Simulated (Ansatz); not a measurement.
# H2S2Si: the cost of one run

All numbers are computed with Ansatz 0.2.0 through its Python package. Level of theory: CAM-B3LYP/def2-SVP.

## Step 1: The structure

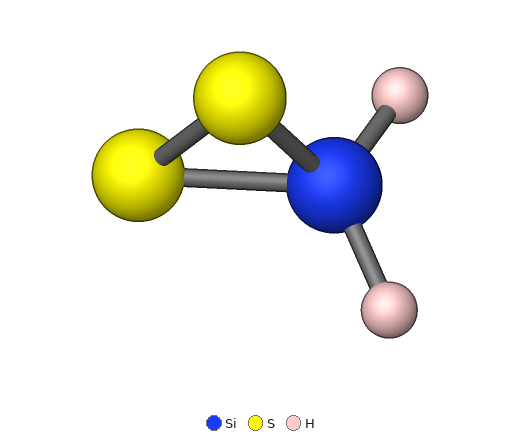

The starting structure, viewed from a chosen angle; silicon blue, sulfur yellow, hydrogen pink.

The script holds or builds the structure itself.

## Step 2: The script

The input, opt_h2s2si.py:

```python
"""Relax the H2S2Si molecule."""

import ansatz as az
import numpy as np

h2s2si = (
    az.Crystal.molecule()
    .atom("Si", (-0.2649, 0.2214, -0.2282))
    .atom("S", (1.6738, -0.3188, 0.2525))
    .atom("S", (0.0793, -1.3041, 1.1224))
    .atom("H", (-0.692, -0.1958, -1.5765))
    .atom("H", (-0.7463, 1.5236, 0.3883))
)

model = h2s2si.calculation()
model = model.basis(gaussian="def2-SVP").functional("cam_b3lyp")
model = model.accuracy("medium")
symbols = [site.symbol for site in h2s2si.cartesian_sites]
start = np.array([site.position_ang for site in h2s2si.cartesian_sites], dtype=float)
def progress(event):
    if event["event"] == "relax_step":
        row = event["data"]
        print(f"step {row['step']:3d}  E = {row['lagrangian_ev']:.6f} eV  max force {row['allowed_force_max_ev_ang']:.4f} eV/A")


rep = model.relax(force_tolerance=0.005, max_steps=100).session().plan().execute(on_event=progress).report
end = np.array(rep["positions_ang"])

for key in ("converged", "free_energy_ev", "reference_energy_ev", "n_frozen", "n_occupied", "n_virtual"):
    print(f"{key:22s} {rep[key]}")

print("bond        before    after (A)")
for i, j in [(0, 1), (0, 2), (0, 3), (0, 4), (1, 2)]:
    d0, d1 = (np.linalg.norm(xyz[i] - xyz[j]) for xyz in (start, end))
    print(f"{symbols[i]}{i}-{symbols[j]}{j}".ljust(10), f"{d0:8.4f} {d1:8.4f}")

charges = rep["charge_distribution"]
dipole = np.array(charges["dipole_moment_e_ang"]) * 4.803205
print("dipole (D): {:.3f} {:.3f} {:.3f}, length {:.3f}".format(*dipole, np.linalg.norm(dipole)))
print("atom  Mulliken   Lowdin")
for symbol, m, l in zip(symbols, charges["mulliken_charges_e"], charges["lowdin_charges_e"]):
    print(f"{symbol:4s} {m:9.3f} {l:8.3f}")
with open("h2s2si_opt.xyz", "w") as handle:
    handle.write(f"{len(symbols)}\nrelaxed H2S2Si\n")
    handle.writelines(f"{s:2s} {x:11.6f} {y:11.6f} {z:11.6f}\n" for s, (x, y, z) in zip(symbols, end))
```

## Step 3: The input behind the calls

The package turns the script's settings into the engine's input:

```yaml
crystal:
  periodic: [false, false, false]
  atoms:
    - { symbol: Si, position_ang: [-0.2649, 0.2214, -0.2282] }
    - { symbol: S, position_ang: [1.6738, -0.3188, 0.2525] }
    - { symbol: S, position_ang: [0.0793, -1.3041, 1.1224] }
    - { symbol: H, position_ang: [-0.692, -0.1958, -1.5765] }
    - { symbol: H, position_ang: [-0.7463, 1.5236, 0.3883] }
accuracy: medium
basis:
  gaussian:
    orbitals: def2-SVP
hamiltonian:
  xc: cam_b3lyp
relax:
  f_tol: 0.005
  max_steps: 100
```

## Step 4: Launch

Started as:

```
python opt_h2s2si.py
```

**Question.** How long does this script take on 1 thread of Intel Xeon Platinum 8488C (Sapphire Rapids), shared host, and how much memory does it need?

About 12 s, with a peak of 0.22 GiB.
